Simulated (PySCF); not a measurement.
# C₅H₁₁NSi: NMR shielding calculation

C₅H₁₁NSi, computed with GIAO PBE0/pcSseg-1 NMR shielding, non-relativistic, gas phase (PySCF 2.14.0).

The geometry comes from this level: GFN2-xTB. Figures and captions count atoms from 1; the log counts them from 0 in places.

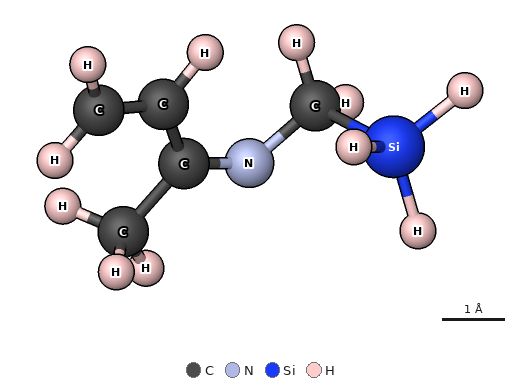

**Figure 1.** The input geometry (ball-and-stick view, seen at a tilt). Bond lengths as drawn: C–C 1.33 to 1.50 Å, C–H 1.08 to 1.10 Å, C–N 1.27 to 1.42 Å, C–Si 1.92 Å and H–Si 1.46 to 1.47 Å.

### Key numbers

```json
{"quantity": "outcome", "value": "converged"}
{"quantity": "total energy", "value": "−540.873744 hartree"}
{"quantity": "HOMO", "value": "−6.84 eV"}
{"quantity": "LUMO", "value": "−1.26 eV"}
{"quantity": "dipole moment", "value": "1.65 D"}
{"quantity": "isotropic shielding, C", "value": "21.8 to 159.8 ppm"}
{"quantity": "isotropic shielding, N", "value": "−109.7 ppm"}
{"quantity": "isotropic shielding, Si", "value": "423.5 ppm"}
{"quantity": "isotropic shielding, H", "value": "24.8 to 29.6 ppm"}
{"quantity": "hardware", "value": "1 CPU thread, shared host"}
{"quantity": "wall time", "value": "32 s"}
{"quantity": "peak memory", "value": "0.82 GiB"}
```

### Input file
```
{"job": {"kind": "nmr", "xc": "PBE0", "basis": "pcSseg-1"}, "charge": 0, "multiplicity": 1}
C     -1.692227     1.962294     0.083437
C     -0.793594     1.086521    -0.352493
C     -0.779136    -0.342267    -0.034205
C     -1.947709    -0.907584     0.722306
N      0.139197    -1.167400    -0.338030
C      1.339484    -0.845992    -1.019649
Si     2.673284    -0.335017     0.258639
H     -2.511945     1.685365     0.723766
H     -1.633264     3.005014    -0.182999
H      0.011922     1.439620    -0.983383
H     -2.876065    -0.717620     0.186942
H     -1.811212    -1.978802     0.835522
H     -2.016407    -0.452172     1.708705
H      1.667107    -1.758451    -1.525177
H      1.239868    -0.061044    -1.780696
H      3.932692    -0.149702    -0.466658
H      2.793146    -1.380701     1.270031
H      2.256100     0.924254     0.882285
```

The first line tells a small driver script what to run in PySCF; the rest is the geometry in Å.

Run as:
```bash
OMP_NUM_THREADS=1 python <driver script> task.json out
```

### The program's output
```
coarse grid: 14936 points
cycle   1  E = -540.7875685053  dE =  6.553e-01  |g| = 4.141e-01  |ddm| = 3.778e+00
cycle   2  E = -540.7693678825  dE =  1.820e-02  |g| = 5.154e-01  |ddm| = 1.092e+00
cycle   3  E = -540.8282527324  dE = -5.888e-02  |g| = 1.449e-01  |ddm| = 6.820e-01
cycle   4  E = -540.8327463423  dE = -4.494e-03  |g| = 3.619e-02  |ddm| = 1.472e-01
cycle   5  E = -540.8330603278  dE = -3.140e-04  |g| = 5.892e-03  |ddm| = 4.376e-02
cycle   6  E = -540.8330654894  dE = -5.162e-06  |g| = 3.798e-03  |ddm| = 8.073e-03
cycle   7  E = -540.8330691226  dE = -3.633e-06  |g| = 5.054e-04  |ddm| = 3.449e-03
final grid: 138056 points
cycle   8  E = -540.8737284497  dE = -4.583e-05  |g| = 7.604e-03  |ddm| = 3.599e-02
cycle   9  E = -540.8737250165  dE =  3.433e-06  |g| = 8.441e-03  |ddm| = 1.709e-02
cycle  10  E = -540.8737433298  dE = -1.831e-05  |g| = 1.613e-03  |ddm| = 9.889e-03
cycle  11  E = -540.8737439617  dE = -6.319e-07  |g| = 3.519e-04  |ddm| = 1.802e-03
cycle  12  E = -540.8737439867  dE = -2.495e-08  |g| = 1.198e-04  |ddm| = 3.775e-04
cycle  13  E = -540.8737439896  dE = -2.955e-09  |g| = 4.822e-05  |ddm| = 1.251e-04
cycle  14  E = -540.8737439902  dE = -5.190e-10  |g| = 8.529e-06  |ddm| = 4.213e-05
```

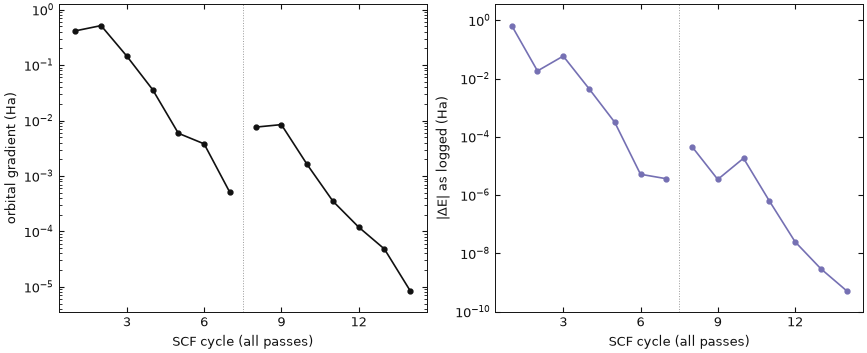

**Figure 2.** Convergence of the self-consistent field: orbital gradient and size of the energy change against the SCF cycle. The dotted line marks the change from a coarse to the final integration grid. The first 7 cycles use a coarse grid, the final grid takes over at cycle 8, and the field converges after 14 cycles in all.

```
converged SCF energy = -540.8737439902

GIAO shielding tensors (ppm)
atom      isotropic    diamagn.    paramagn.     s11        s22        s33       span
  0 C       59.369     255.243    -195.874    -51.200     59.952    169.355    220.555
  1 C       56.468     258.970    -202.502    -61.378     56.222    174.560    235.938
  2 C       21.812     257.150    -235.339    -77.371     15.829    126.977    204.349
  3 C      159.796     249.853     -90.057    141.727    151.265    186.397     44.670
  4 N     -109.695     331.978    -441.672   -452.091   -126.922    249.928    702.018
  5 C      147.712     252.621    -104.909    120.774    141.978    180.383     59.609
  6 Si     423.502     880.391    -456.888    389.699    418.591    462.217     72.517
  7 H       25.917      32.066      -6.149     23.209     24.778     29.764      6.554
  8 H       25.907      29.591      -3.684     23.864     24.976     28.881      5.016
  9 H       24.825      34.948     -10.124     21.651     22.374     30.449      8.797
 10 H       29.585      29.998      -0.414     26.097     28.568     34.090      7.993
 11 H       29.557      30.353      -0.796     25.891     28.727     34.054      8.162
 12 H       29.382      31.173      -1.791     26.263     28.359     33.524      7.260
 13 H       27.473      30.221      -2.748     23.724     26.640     32.056      8.333
 14 H       27.766      32.695      -4.929     24.318     27.314     31.665      7.347
 15 H       27.801      28.814      -1.013     24.899     25.177     33.328      8.429
 16 H       27.838      29.489      -1.652     24.993     26.013     32.507      7.513
 17 H       28.117      30.318      -2.201     24.181     28.113     32.058      7.877
```

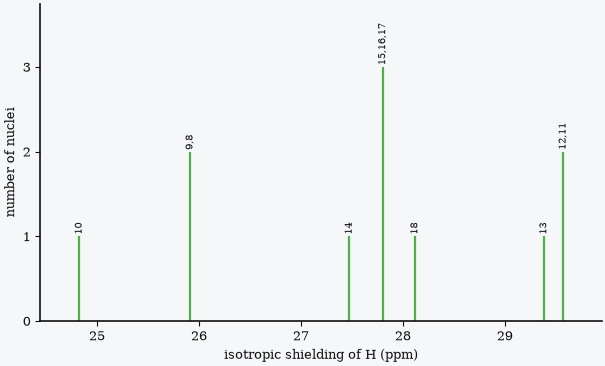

**Figure 3.** Isotropic shieldings of the hydrogen nuclei in this fixed geometry, labelled by atom number; shielding grows to the right, so chemical shift grows to the left. The least shielded is H10 (24.8 ppm), the most shielded H11 (29.6 ppm).

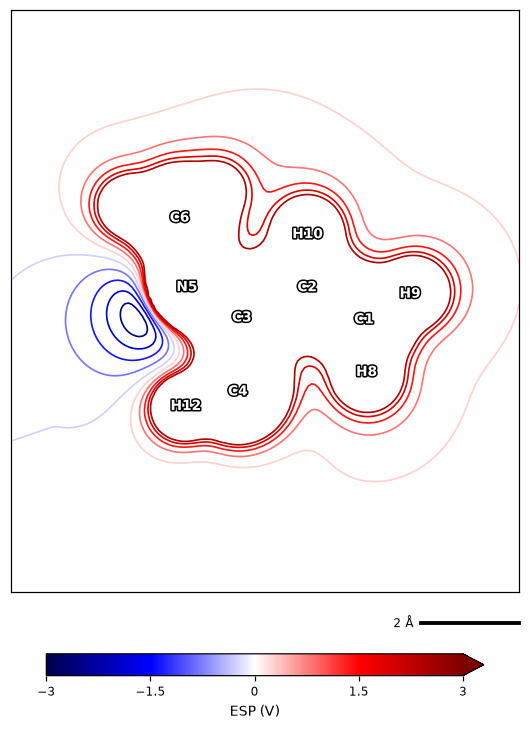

**Figure 4.** Electrostatic potential on the plane of atoms C3, C4 and H12. Atoms in the plane: C, N and H.

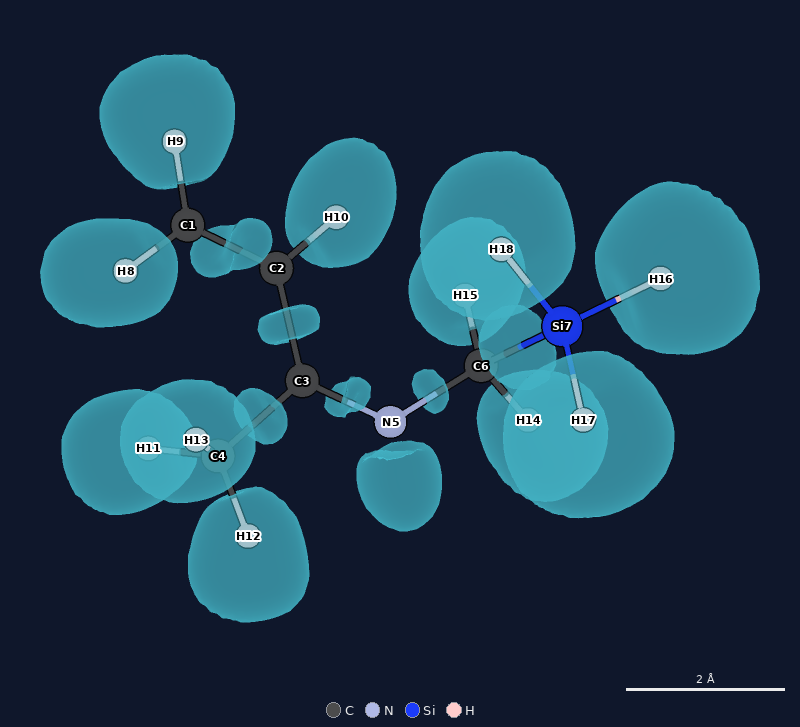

**Figure 5.** Isosurface of the ELF at 0.85 (cyan), seen face on. Core shells and regions of very low density are left out. Along the contacts the grid gives the following. C–N (1.27 Å): the ELF peaks at about 0.90 between the atoms; a double or triple bond. C–C (1.33 Å): the ELF peaks at about 0.95 between the atoms (a multiple bond by its length, whose ELF region spreads away from the axis).

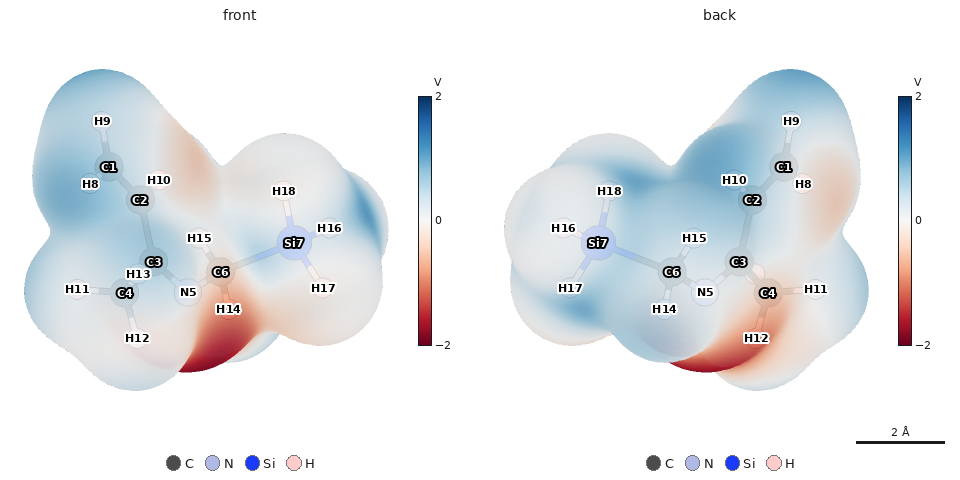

**Figure 6.** The molecular electrostatic potential painted on the density surface at 0.002 e/bohr³, seen at a tilt and from behind; red is negative and blue positive. A positive charge is drawn to the negative regions and a negative charge to the positive ones. Its dipole moment is 1.65 D.
